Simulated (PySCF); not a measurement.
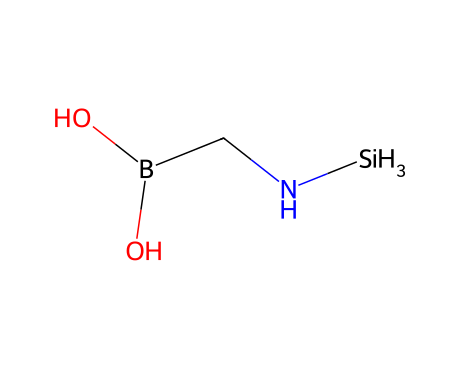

Computed geometry: GFN2-xTB optimisation. No frequency run is at hand to confirm it as a minimum. Properties computed with PBE0/pcSseg-1, gas phase (PySCF 2.14.0).

Estimate the HOMO–LUMO gap.

7.25 eV.

Give the dipole moment at this level.

0.80 D.

Estimate the HOMO energy (Kohn–Sham orbital).

−6.85 eV.

The geometry is semi-empirical. Around B, Si such bond lengths and angles can be off by a tenth of an ångström or more and by several degrees, and values that hang on the shape move with them.
